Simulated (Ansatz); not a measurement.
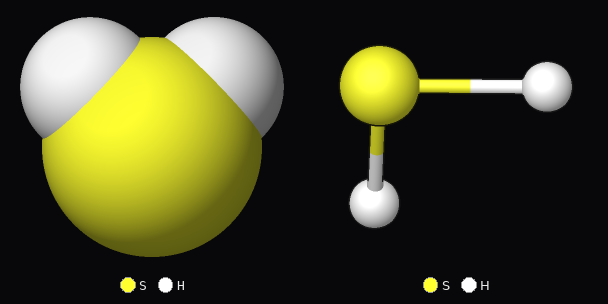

Both panels show the same species.

**What is the molecular formula?**

H₂S, 3 atoms: 2 hydrogen and 1 sulfur.

**How many bonds of each kind are drawn?**

2 S–H. Sticks follow a distance rule.

More results for the same structure follow; atom numbers are the same in all pictures, views and colours differ. Computed geometry: PBE0-D4/def2-TZVP optimisation.

**Geometry**

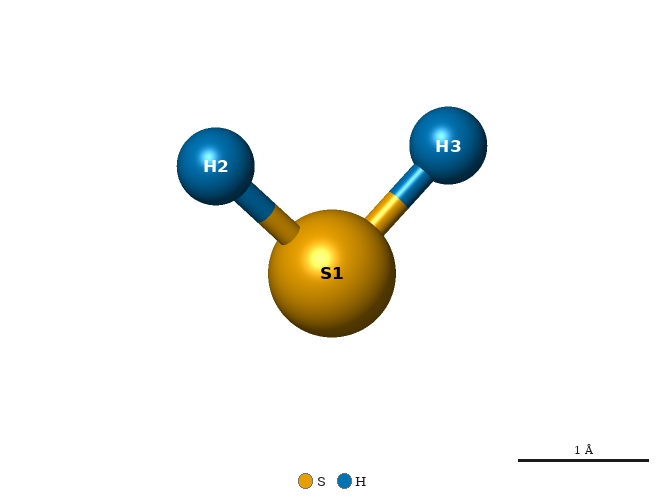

Atoms carry their numbers in the input.

What are the angles H2–S1–H3?

```tsv
angle	degrees
H2–S1–H3	92.3
```

**Vibrations**

Harmonic vibrations computed with RKS PBE0-D4/def2-TZVP (Ansatz 0.2.0) at a stationary point of the same level.

**How many vibrational modes are there, and where do they lie?**

3 modes: 1209, 2723, 2739 cm⁻¹.

**Dipole moment**

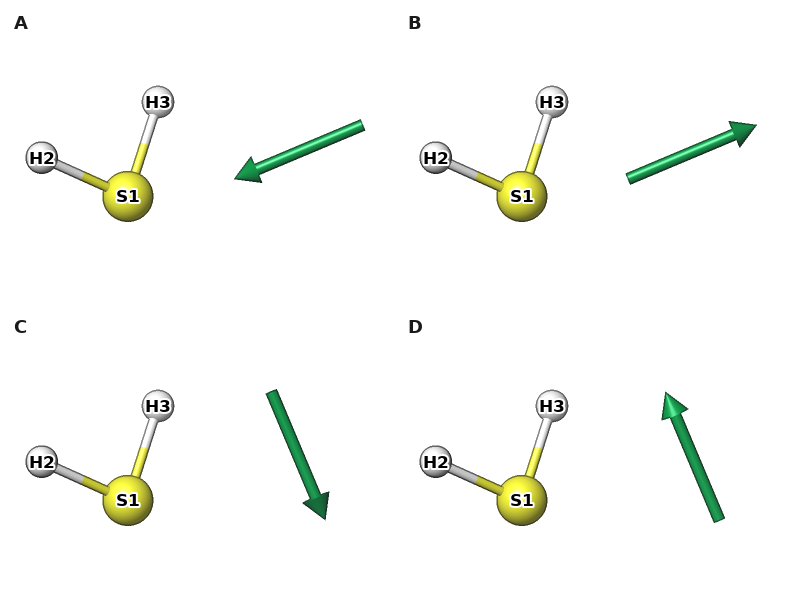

The same molecule four times, each with an arrow. Method: RKS PBE0-D4/def2-TZVP (Ansatz 0.2.0).

**Which arrow points along the dipole moment, from the negative to the positive end?**

D. The dipole moment is 1.16 D; it points from the side of S1 to the side of H2, H3 (the outermost atoms at the two ends).

**Charges**

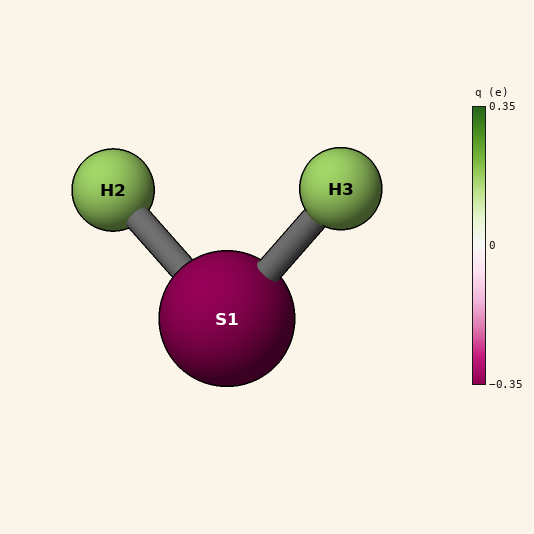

Atoms are coloured by their Mulliken charges. Level of theory: RKS PBE0-D4/def2-TZVP (Ansatz 0.2.0).

List the Mulliken charges.

```
atom  value (e)
  S1      −0.35
  H2       0.17
  H3       0.17
```

Mulliken values depend strongly on the basis set and can even reverse the polarity of a bond.
